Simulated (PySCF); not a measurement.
# One shape, several levels: H3NO (hydroxylamine)

Wanted: a comparison of 6 runs (B2PLYP/def2-TZVPP, BLYP/def2-TZVPP, CAM-B3LYP/def2-TZVPP, M06-2X/def2-TZVPP, PBE0/def2-TZVPP, SCS-MP2/def2-TZVPP) of H3NO (hydroxylamine). Input form: a Python script.

The calculation is run with PySCF 2.14.0.

3 further runs of the same task are left out: 3 set aside as unsound or not needed.

## 1. Starting point

The species is H3NO (5 atoms), meant as a singlet with charge 0. SMILES: `NO`. The shape is that of a PBE0-D4/def2-TZVP optimisation. This is one conformer, not always the lowest.

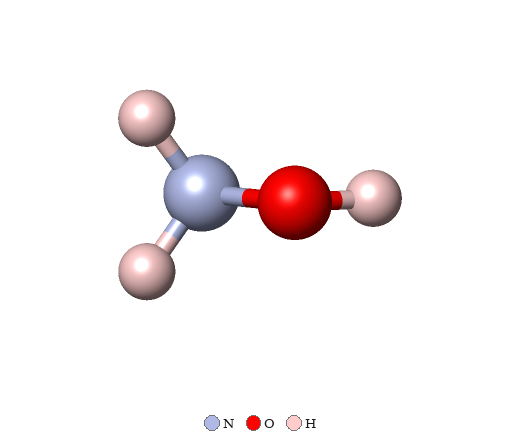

Viewed from a chosen angle; nitrogen light blue, oxygen red, hydrogen pink.

## 2. The energy at B2PLYP/def2-TZVPP (run 1)

Input file calc.py:

```python
from pyscf import gto, dft, mp

system = gto.Mole()
system.atom = '''
N     -0.312032    -0.682739    -0.606923
O      0.688730     1.258633     0.960094
H     -0.307440    -2.248812     0.504122
H     -2.157406    -0.207568    -0.843215
H      2.088166     1.880466    -0.014060
'''
system.verbose = 4
system.unit = 'bohr'
system.basis = 'def2-tzvpp'
system.max_memory = 1860
system.build()

calc0 = dft.RKS(system, xc='0.53*HF + 0.47*B88, 0.73*LYP')
calc0.grids.level = 5
calc0.conv_tol = 1e-10
calc0.kernel()
if not calc0.converged:
    calc0 = calc0.newton().run(calc0.mo_coeff, calc0.mo_occ)

pt = mp.MP2(calc0, frozen=2).run()
e_final = calc0.e_tot + 0.27 * pt.e_corr
print('PT2 part  %.8f' % (0.27 * pt.e_corr))
print('Final energy', e_final)
```

Started as:

```console
$ OMP_NUM_THREADS=1 python calc.py
```

The log of the run:

```text
PySCF version 2.14.0

[INPUT] num. atoms = 5
[INPUT] num. electrons = 18
[INPUT] charge = 0
[INPUT] spin (= nelec alpha-beta = 2S) = 0
[INPUT] symmetry False subgroup None
[INPUT] Mole.unit = bohr
[INPUT] Symbol           X                Y                Z      unit          X                Y                Z       unit  Magmom
[INPUT]  1 N     -0.165120223478  -0.361289919806  -0.321169820383 AA   -0.312032000000  -0.682739000000  -0.606923000000 Bohr   0.0
[INPUT]  2 O      0.364460220477   0.666039900512   0.508059865141 AA    0.688730000000   1.258633000000   0.960094000000 Bohr   0.0
[INPUT]  3 H     -0.162690241725  -1.190020062043   0.266769873923 AA   -0.307440000000  -2.248812000000   0.504122000000 Bohr   0.0
[INPUT]  4 H     -1.141650089902  -0.109840255316  -0.446210161906 AA   -2.157406000000  -0.207568000000  -0.843215000000 Bohr   0.0
[INPUT]  5 H      1.105009859818   0.995099753110  -0.007440231586 AA    2.088166000000   1.880466000000  -0.014060000000 Bohr   0.0

[... 62 lines left out ...]
converged SCF energy = -131.532989487156
[... 1 line left out ...]
******** <class 'pyscf.mp.mp2.RMP2'> ********
nocc = 7, nmo = 102
frozen orbitals 2
E(RMP2) = -132.089866147841  E_corr = -0.556876660685547
E(SCS-RMP2) = -132.083818992537  E_corr = -0.550829505381247
E_corr(same-spin) = -0.135487485509319
E_corr(oppo-spin) = -0.421389175176228
PT2 part  -0.15035670
Final energy -131.6833461855407
```

It took 12 s on 1 thread of Arm Neoverse V1, shared host; peak memory 0.51 GiB.

## 3. A single-point energy at BLYP/def2-TZVPP (run 2)

Input file calc.py:

```python
from pyscf import gto, dft

mol = gto.M(
    atom='''
N   -0.165120  -0.361290  -0.321170
O    0.364460   0.666040   0.508060
H   -0.162690  -1.190020   0.266770
H   -1.141650  -0.109840  -0.446210
H    1.105010   0.995100  -0.007440
''',
    basis='def2-tzvpp',
    verbose=3,
    max_memory=1860,
)

calc0 = dft.RKS(mol, xc='blyp')
calc0.grids.level = 5
calc0.conv_tol = 1e-10
calc0.kernel()
if not calc0.converged:
    calc0 = calc0.newton().run(calc0.mo_coeff, calc0.mo_occ)

e_final = calc0.e_tot
print('E = %.10f Eh' % e_final)
```

Started as:

```console
$ OMP_NUM_THREADS=1 python calc.py
```

The log of the run:

```text
converged SCF energy = -131.750014738411
E = -131.7500147384 Eh
```

Wall time 11 s (1 thread of Arm Neoverse V1, shared host); peak memory 0.51 GiB.

Runs 3 to 5 aren't shown in full; the table further down has their settings and results.

## 4. The energy at SCS-MP2/def2-TZVPP (run 6)

Input file run.py:

```python
from pyscf import gto, mp

system = gto.Mole()
system.atom = [
    ('N', (-0.165120, -0.361290, -0.321170)),
    ('O', (0.364460, 0.666040, 0.508060)),
    ('H', (-0.162690, -1.190020, 0.266770)),
    ('H', (-1.141650, -0.109840, -0.446210)),
    ('H', (1.105010, 0.995100, -0.007440)),
]
system.verbose = 3
system.basis = 'def2-tzvpp'
system.max_memory = 1860
system.build()

hf = system.RHF()
hf.conv_tol = 1e-10
hf.kernel()
if not hf.converged:
    hf = hf.newton().run(hf.mo_coeff, hf.mo_occ)

pt = mp.MP2(hf, frozen=2).run()
etot = hf.e_tot + 1.2 * pt.e_corr_os + pt.e_corr_ss / 3
print('E = %.10f Eh' % etot)
```

Started as:

```console
$ OMP_NUM_THREADS=1 python run.py
```

The log of the run:

```text
converged SCF energy = -131.049059212324
E(RMP2) = -131.513563127948  E_corr = -0.464503915624338
E(SCS-RMP2) = -131.509273178387  E_corr = -0.460213966062918
E = -131.5092731784 Eh
```

Wall time 2.6 s (1 thread of Arm Neoverse V1, shared host); peak memory 0.26 GiB.

## 5. The series

```
run                 level  frozen core orbitals  integration grid  energy (Eh)  dipole moment (D) of the reference  HOMO energy (eV)  LUMO energy (eV)  wall time
  1     B2PLYP/def2-TZVPP                     2                 5  -131.683346                                0.62             -9.03              1.97       12 s
  2       BLYP/def2-TZVPP                     –                 5  -131.750015                                0.53             -5.74              0.23       11 s
  3  CAM-B3LYP/def2-TZVPP                     –                 5  -131.729728                                0.60             -9.00              1.87       18 s
  4     M06-2X/def2-TZVPP                     –                 5  -131.718570                                0.58             -9.08              1.69       26 s
  5       PBE0/def2-TZVPP                     –                 5  -131.632802                                0.56             -7.45              1.19       11 s
  6    SCS-MP2/def2-TZVPP                     2                 –  -131.509273                                0.68            -11.58              3.65      2.6 s
```

## 6. Outcome

```
                                          quantity          value
                               run 6: total energy  -131.50927 Eh
       run 6: dipole moment (Hartree–Fock density)         0.68 D
        run 6: HOMO energy (Hartree–Fock orbitals)      -11.58 eV
        run 6: LUMO energy (Hartree–Fock orbitals)        3.65 eV
      run 6: HOMO–LUMO gap (Hartree–Fock orbitals)       15.24 eV
run 6: correlation energy (2 core orbitals frozen)     -460.2 mEh
```

What this shows: Over runs 1, 2, 3, 4, 5 the dipole moment (its size) runs from 0.53 D (BLYP/def2-TZVPP) to 0.62 D (B2PLYP/def2-TZVPP). A double hybrid's value is that of its SCF part. Over runs 1, 2, 3, 4, 5 the HOMO–LUMO gap runs from 5.97 eV (BLYP/def2-TZVPP) to 10.99 eV (B2PLYP/def2-TZVPP). Totals of different functionals can't be ranked against each other. All runs together took 81 s, the longest 26 s.
